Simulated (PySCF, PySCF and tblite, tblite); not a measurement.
# C₁₁H₉NS: conformers and averaged spectra

Aim: find the conformers of C₁₁H₉NS (`c1ccc(Sc2ccncc2)cc1`), weigh them, and average their properties.

Computed with tblite 0.8.0 (tight binding) and PySCF 2.14.0 (DFT, with response routines of our own); each step states its level. Atoms count from 0 throughout.

### Step 1. The starting structure

22 atoms, charge 0, multiplicity 1; geometry from: MMFF94s geometry.

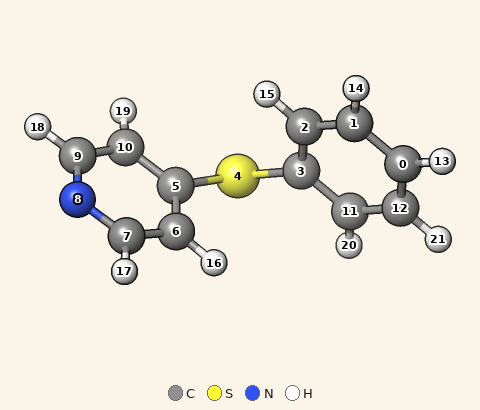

The starting geometry (carbon grey, sulfur yellow, nitrogen blue, hydrogen white), atoms numbered.

### Step 2. GFN2-xTB relaxation, conformer 1

Job settings and geometry (Å):

```
{"job": {"xc": "GFN2-xTB", "basis": "xTB", "kind": "relax"}, "charge": 0, "multiplicity": 1}
C      3.392400    -0.484300     0.785900
C      2.483300     0.500500     1.207600
C      1.406600     0.842000     0.421700
C      1.191500     0.220500    -0.821400
S     -0.188900     0.640900    -1.852000
C     -1.584000     0.351200    -0.783300
C     -1.757600    -0.865900    -0.136100
C     -2.861100    -1.017400     0.686000
N     -3.787100    -0.062200     0.880800
C     -3.606300     1.107300     0.233900
C     -2.528500     1.357300    -0.605500
C      2.097600    -0.762300    -1.241400
C      3.187300    -1.106200    -0.433700
H      4.238200    -0.752400     1.405500
H      2.636500     0.997900     2.176200
H      0.709700     1.616100     0.778300
H     -1.055400    -1.683400    -0.248200
H     -3.048900    -1.958800     1.211400
H     -4.365000     1.866300     0.406700
H     -2.428200     2.321000    -1.092800
H      1.964400    -1.246300    -2.198500
H      3.893000    -1.862600    -0.782100
```

Run with:

```console
$ OMP_NUM_THREADS=1 python ens_run.py task.json out
```

This one command runs the whole study; its stages follow in the order run.

The log of the run:

```text
step      E/eV     max force
  0    -932.55680    1.295
  1    -932.62149    0.470
  2    -932.63879    0.237
  3    -932.64924    0.229
  4    -932.65331    0.167
  5    -932.65642    0.109
  6    -932.65790    0.078
  7    -932.65964    0.125
  8    -932.66151    0.116
  9    -932.66325    0.090
 10    -932.66447    0.079
 11    -932.66557    0.077
 12    -932.66683    0.077
 13    -932.66825    0.090
 14    -932.66955    0.075
 15    -932.67068    0.114
 16    -932.67186    0.127
 17    -932.67316    0.092
 18    -932.67431    0.071
 19    -932.67519    0.068
 20    -932.67596    0.085
 21    -932.67678    0.084
 22    -932.67757    0.054
 23    -932.67821    0.055
 24    -932.67874    0.060
 25    -932.67931    0.066
 26    -932.67997    0.060
 27    -932.68063    0.062
 28    -932.68126    0.057
 29    -932.68199    0.063
 30    -932.68296    0.072
 31    -932.68424    0.079
 32    -932.68586    0.093
 33    -932.68781    0.115
 34    -932.69014    0.118
 35    -932.69283    0.113
 36    -932.69575    0.126
 37    -932.69863    0.135
 38    -932.70130    0.137
 39    -932.70368    0.130
 40    -932.70577    0.122
 41    -932.70753    0.119
 42    -932.70919    0.132
 43    -932.71070    0.141
 44    -932.71254    0.127
 45    -932.71428    0.082
 46    -932.71537    0.075
 47    -932.71631    0.085
 48    -932.71743    0.087
 49    -932.71843    0.067
 50    -932.71924    0.071
 51    -932.71989    0.064
 52    -932.72045    0.056
 53    -932.72090    0.049
 54    -932.72126    0.044
 55    -932.72163    0.048
 56    -932.72208    0.050
 57    -932.72256    0.046
 58    -932.72296    0.042
 59    -932.72326    0.038
 60    -932.72326    0.038
 61    -932.72339    0.028
 62    -932.72365    0.026
 63    -932.72372    0.027
 64    -932.72394    0.029
 65    -932.72411    0.033
 66    -932.72433    0.036
 67    -932.72454    0.032
 68    -932.72477    0.034
 69    -932.72501    0.038
 70    -932.72529    0.058
 71    -932.72560    0.061
 72    -932.72587    0.041
 73    -932.72611    0.033
 74    -932.72637    0.035
 75    -932.72669    0.052
 76    -932.72710    0.052
 77    -932.72753    0.055
 78    -932.72792    0.045
 79    -932.72828    0.042
 80    -932.72865    0.051
 81    -932.72905    0.044
 82    -932.72955    0.062
 83    -932.73016    0.067
 84    -932.73087    0.059
 85    -932.73157    0.051
 86    -932.73215    0.054
 87    -932.73270    0.046
 88    -932.73335    0.060
 89    -932.73404    0.067
 90    -932.73462    0.051
 91    -932.73505    0.052
 92    -932.73539    0.045
 93    -932.73565    0.045
 94    -932.73586    0.034
 95    -932.73603    0.037
 96    -932.73625    0.046
 97    -932.73653    0.059
 98    -932.73683    0.051
 99    -932.73709    0.036
100    -932.73733    0.040
101    -932.73759    0.040
102    -932.73783    0.044
103    -932.73800    0.032
104    -932.73812    0.023
105    -932.73822    0.024
106    -932.73832    0.023
107    -932.73842    0.022
108    -932.73851    0.020
109    -932.73859    0.021
110    -932.73868    0.026
111    -932.73876    0.018
112    -932.73884    0.018
113    -932.73891    0.019
114    -932.73900    0.027
115    -932.73910    0.027
116    -932.73919    0.024
117    -932.73927    0.026
118    -932.73938    0.040
119    -932.73955    0.051
120    -932.73977    0.049
121    -932.74002    0.033
122    -932.74028    0.043
123    -932.74058    0.055
124    -932.74094    0.055
125    -932.74128    0.041
126    -932.74151    0.042
127    -932.74168    0.034
128    -932.74179    0.022
129    -932.74190    0.015
130    -932.74195    0.016
131    -932.74200    0.017
132    -932.74205    0.016
133    -932.74210    0.018
134    -932.74215    0.020
135    -932.74220    0.016
136    -932.74224    0.015
137    -932.74227    0.011
138    -932.74230    0.010
139    -932.74232    0.012
140    -932.74235    0.014
141    -932.74237    0.014
142    -932.74239    0.010
143    -932.74240    0.010
144    -932.74241    0.011
145    -932.74243    0.012
146    -932.74245    0.010
147    -932.74246    0.004
148    -932.74246    0.003
```

Run time: 1.3 s. Hardware: 1 thread of Arm Neoverse V2, shared host.

The energy fell by 0.186 eV, and the atoms moved 0.49 Å (root mean square).

### Step 3. Shieldings, conformer 1: B3LYP/6-31G*

Job settings and geometry (Å):

```
{"job": {"xc": "B3LYP", "basis": "6-31G*", "kind": "nmr", "pop": true}, "charge": 0, "multiplicity": 1}
C      3.390256    -0.698795     0.686276
C      2.449062     0.112670     1.299505
C      1.363406     0.584013     0.584578
C      1.213171     0.219721    -0.746176
S     -0.148253     0.848087    -1.709451
C     -1.546396     0.508296    -0.681526
C     -1.561651    -0.497750     0.277309
C     -2.728140    -0.687875     0.999373
N     -3.829150     0.021627     0.823500
C     -3.811762     0.964725    -0.103821
C     -2.705331     1.252498    -0.883266
C      2.155383    -0.585486    -1.368268
C      3.245341    -1.041259    -0.647788
H      4.238252    -1.060007     1.248279
H      2.563346     0.388894     2.337163
H      0.633647     1.226277     1.055518
H     -0.696105    -1.116494     0.456940
H     -2.782510    -1.457228     1.758493
H     -4.731563     1.521811    -0.223055
H     -2.730538     2.033111    -1.626908
H      2.029421    -0.848525    -2.407478
H      3.979705    -1.668927    -1.130046
```

The log of the run:

```text
coarse grid: 20216 points
cycle   1  E = -877.5534820667  dE =  2.457e+00  |g| = 5.091e-01  |ddm| = 5.184e+00
cycle   2  E = -877.5159112738  dE =  3.757e-02  |g| = 6.509e-01  |ddm| = 1.379e+00
cycle   3  E = -877.6187593934  dE = -1.028e-01  |g| = 1.629e-01  |ddm| = 8.584e-01
cycle   4  E = -877.6254105039  dE = -6.651e-03  |g| = 5.843e-02  |ddm| = 2.431e-01
cycle   5  E = -877.6262852223  dE = -8.747e-04  |g| = 1.698e-02  |ddm| = 8.235e-02
cycle   6  E = -877.6263622344  dE = -7.701e-05  |g| = 4.232e-03  |ddm| = 2.472e-02
cycle   7  E = -877.6263659670  dE = -3.733e-06  |g| = 1.896e-03  |ddm| = 6.032e-03
final grid: 194376 points
cycle   8  E = -877.5060505774  dE = -3.456e-05  |g| = 8.180e-03  |ddm| = 3.597e-02
cycle   9  E = -877.5060354977  dE =  1.508e-05  |g| = 1.102e-02  |ddm| = 2.218e-02
cycle  10  E = -877.5060684801  dE = -3.298e-05  |g| = 2.145e-03  |ddm| = 1.377e-02
cycle  11  E = -877.5060697562  dE = -1.276e-06  |g| = 4.864e-04  |ddm| = 2.785e-03
cycle  12  E = -877.5060698160  dE = -5.987e-08  |g| = 1.342e-04  |ddm| = 7.301e-04
cycle  13  E = -877.5060698198  dE = -3.818e-09  |g| = 6.042e-05  |ddm| = 1.887e-04
cycle  14  E = -877.5060698208  dE = -9.982e-10  |g| = 1.647e-05  |ddm| = 9.388e-05
converged SCF energy = -877.5060698208

GIAO shielding tensors (ppm)
atom      isotropic    diamagn.    paramagn.     s11        s22        s33       span
  0 C       71.556     255.233    -183.678    -22.744     54.085    183.326    206.070
  1 C       70.432     258.406    -187.974    -25.221     56.203    180.315    205.535
  2 C       66.178     264.678    -198.500    -25.247     51.821    171.961    197.208
  3 C       61.480     263.855    -202.375    -18.545     47.621    155.364    173.910
  4 S      433.708    1062.967    -629.259    332.806    368.866    599.453    266.647
  5 C       45.378     263.850    -218.471    -28.561      6.464    158.232    186.794
  6 C       77.790     265.516    -187.726    -15.270     68.421    180.219    195.489
  7 C       50.636     258.507    -207.872    -45.636     47.043    150.501    196.137
  8 N      -43.238     331.603    -374.841   -323.828   -114.088    308.203    632.031
  9 C       51.205     254.189    -202.984    -43.312     45.798    151.129    194.441
 10 C       76.821     258.751    -181.929    -16.585     75.518    171.530    188.116
 11 C       67.186     260.870    -193.685    -26.635     60.129    168.064    194.699
 12 C       70.455     255.300    -184.845    -24.739     55.576    180.527    205.267
 13 H       25.231      26.356      -1.125     22.028     25.848     27.818      5.790
 14 H       25.175      30.968      -5.793     21.799     25.179     28.548      6.749
 15 H       24.983      37.231     -12.248     21.260     22.142     31.548     10.288
 16 H       25.705      39.313     -13.609     20.393     23.506     33.215     12.822
 17 H       24.103      31.614      -7.511     20.106     23.205     28.998      8.892
 18 H       23.992      25.387      -1.395     20.267     23.775     27.934      7.666
 19 H       25.497      30.982      -5.485     22.008     23.440     31.042      9.035
 20 H       25.028      32.050      -7.022     20.902     23.960     30.223      9.321
 21 H       25.132      26.709      -1.577     21.718     25.629     28.049      6.331
```

It took 46 s on 1 thread of Arm Neoverse V2, shared host; peak memory 1.1 GiB.

Key values: HOMO -6.03 eV, LUMO -0.80 eV; dipole 2.68 D.

### Step 4. The ensemble: properties at B3LYP/6-31G*

Job settings and geometry (Å):

```
{"job": {"study": "conf", "smiles": "c1ccc(Sc2ccncc2)cc1", "search": {"seed": 7702, "n_embed": 90, "ff_keep": 18, "window": 3.0, "nmax": 10, "temps": [180, 230, 298.15, 330, 400], "t_ref": 298.15, "order": 0.002}, "level": {"nmr": {"xc": "B3LYP", "basis": "6-31G*"}}, "kind": "conf"}, "charge": 0, "multiplicity": 1}
C      3.390256    -0.698795     0.686276
C      2.449062     0.112670     1.299505
C      1.363406     0.584013     0.584578
C      1.213171     0.219721    -0.746176
S     -0.148253     0.848087    -1.709451
C     -1.546396     0.508296    -0.681526
C     -1.561651    -0.497750     0.277309
C     -2.728140    -0.687875     0.999373
N     -3.829150     0.021627     0.823500
C     -3.811762     0.964725    -0.103821
C     -2.705331     1.252498    -0.883266
C      2.155383    -0.585486    -1.368268
C      3.245341    -1.041259    -0.647788
H      4.238252    -1.060007     1.248279
H      2.563346     0.388894     2.337163
H      0.633647     1.226277     1.055518
H     -0.696105    -1.116494     0.456940
H     -2.782510    -1.457228     1.758493
H     -4.731563     1.521811    -0.223055
H     -2.730538     2.033111    -1.626908
H      2.029421    -0.848525    -2.407478
H      3.979705    -1.668927    -1.130046
```

The log of the run:

```text
conformer  sym    E(xTB)   E(DFT)   G(298.15 K)  weight  dipole/D
    1     C1      0.000    0.000    0.000   1.0000    2.677

mean shielding (ppm) by class
class atoms           180 K      230 K   298.15 K      330 K      400 K
  0 C  0             71.556     71.556     71.556     71.556     71.556
  1 C  1,12          70.443     70.443     70.443     70.443     70.443
  2 C  2,11          66.682     66.682     66.682     66.682     66.682
  3 C  3              61.48      61.48      61.48      61.48      61.48
  4 S  4            433.708    433.708    433.708    433.708    433.708
  5 C  5             45.378     45.378     45.378     45.378     45.378
  6 C  6,10          77.306     77.306     77.306     77.306     77.306
  7 C  7,9            50.92      50.92      50.92      50.92      50.92
  8 N  8            -43.238    -43.238    -43.238    -43.238    -43.238
  9 H  13            25.231     25.231     25.231     25.231     25.231
 10 H  14,21         25.154     25.154     25.154     25.154     25.154
 11 H  15,20         25.006     25.006     25.006     25.006     25.006
 12 H  16,19         25.601     25.601     25.601     25.601     25.601
 13 H  17,18         24.048     24.048     24.048     24.048     24.048
```

Wall time 49 s (1 thread of Arm Neoverse V2, shared host). This counts the runs that the step sums up.

The search (ETKDG and KDG, MMFF94s, GFN2-xTB) embedded 90 structures, kept 1 distinct ones after the force field and 1 after xTB; 1 was carried on (window 3.0 kcal/mol at the search's own energies). Energies: B3LYP/6-31G* with D3(BJ).

Conformer by conformer (298 K):

| no. | group | mirror pair | ΔE xTB | ΔE DFT | ΔG | weight (%) | μ (D) | C2–C3–S4–C5 (°) | C3–S4–C5–C6 (°) | A, B, C (GHz) |
| --- | --- | --- | --- | --- | --- | --- | --- | --- | --- | --- |
| 1 | C1 | yes | 0.00 | 0.00 | 0.00 | 100.0 | 2.68 | -50 | -24 | 1.76, 0.42, 0.37 |

Energies in kcal/mol. ΔG holds xTB vibrations and rotation, symmetry numbers and mirror pairs.

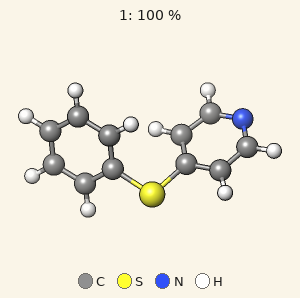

The one conformer.

Shifts against references run at the same level (¹H TMS 32.51, ¹⁵N NH3 257.9, ¹³C TMS 191.9 ppm of shielding), by class of atoms, at 298 K:

| atoms | environment | average |
| --- | --- | --- |
| C5 | aromatic carbon bearing sulfur | 146.5 |
| C7, C9 | aromatic CH next to a ring nitrogen | 141.0 |
| C3 | aromatic carbon bearing sulfur | 130.4 |
| C2, C11 | aromatic CH | 125.2 |
| C1, C12 | aromatic CH | 121.5 |
| C0 | aromatic CH | 120.3 |
| C6, C10 | aromatic CH | 114.6 |
| H17, H18 | hydrogen on an aromatic CH next to a ring nitrogen | 8.46 |
| H15, H20 | hydrogen on an aromatic CH | 7.50 |
| H14, H21 | hydrogen on an aromatic CH | 7.35 |
| H13 | hydrogen on an aromatic CH | 7.27 |
| H16, H19 | hydrogen on an aromatic CH | 6.91 |
| S4 | sulfide sulfur | 434 (σ) |
| N8 | pyridine-type ring nitrogen | 301.2 |

Effective distances for nuclear Overhauser effects, ⟨r⁻⁶⟩^(−1/6) over all pairs of two classes (Å): H13···H14 2.47; H14···H15 2.76; H16···H17 2.79; H15···H16 3.38.

### Step 5. Results

| quantity | value |
| --- | --- |
| conformers | 1; the first in weight is no. 1 (C1), 100 % at 298 K |
| root-mean-square dipole | 2.68 D |
| averaged ¹³C shifts (B3LYP/6-31G*) | 146.5, 141.0, 130.4, 125.2, 121.5, 120.3, 114.6 ppm |
| averaged ¹H shifts (B3LYP/6-31G*) | 8.46, 7.50, 7.35, 7.27, 6.91 ppm |

In words: The search found one conformer in the window, so the averages are its own values.
